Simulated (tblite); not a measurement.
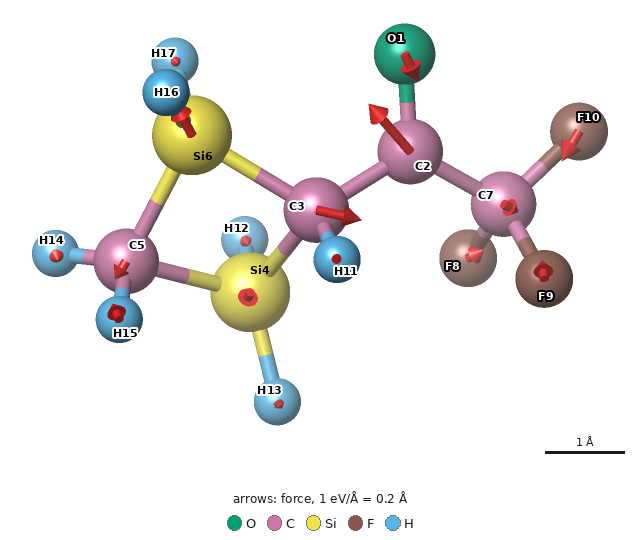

Starting geometry of C$_{4}$H$_{7}$F$_{3}$OSi$_{2}$ with the computed forces as red arrows. Style: ball-and-stick. Shown from a free direction.

Method: GFN2-xTB geometry optimisation, gas phase in tblite 0.8.0. 

Q: What follows when this structure is relaxed?

A: It isn't relaxed: the largest force vector, on C2, is 4.62 eV/Å. The final displacements have little in common with the starting forces (cosine between the two patterns 0.15). After 150 geometry steps the energy has fallen by 26.1 kcal/mol. O1 moves most after the best rigid fit: 1.49 Å. By element the largest moves are O 1.49 Å, H 1.44 Å, F 1.36 Å, C 0.57 Å, Si 0.53 Å. Some distances before and after: C3–Si6 1.850 → 1.935 Å, C3–Si4 1.885 → 1.967 Å, C2–C7 1.482 → 1.553 Å, C7–F10 1.390 → 1.332 Å. Bond angles that change, for instance: O1–C2–C3 114.9° → 126.8°, C3–C2–C7 123.0° → 113.9°, C5–Si6–H17 107.7° → 116.3°. Groups turn about C2–C3 by about 50°, C3–Si6 by about 40°, C3–Si4 by about 40°.
